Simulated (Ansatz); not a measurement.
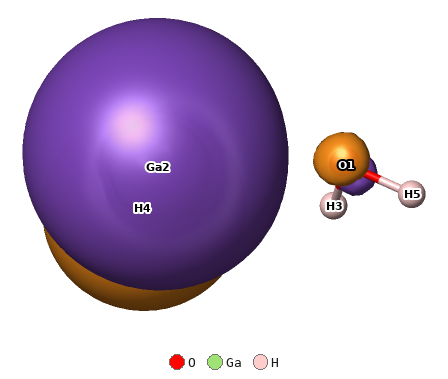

Figure 1: GaH3O. One frontier orbital at ±0.1 Å⁻³ᐟ² (orange and purple are the two phases), seen from one side.

At this geometry the atoms fall into two loosely joined parts.

These are results of RKS B3LYP-D4/def2-TZVP (Ansatz), not measurements.

```xyz
5

O     1.0984   -0.6866    0.2872
Ga   -0.2619    1.0789   -0.7557
H     0.3854   -1.2548    0.6030
H    -1.3706   -0.1982   -0.4978
H     1.7323   -0.5747    1.0045
```

### Which orbital is it: HOMO or LUMO?

The HOMO, at −5.24 eV. By Hirshfeld shares it lies mainly on Ga2 (about 70 %) and H4 (about 30 %).
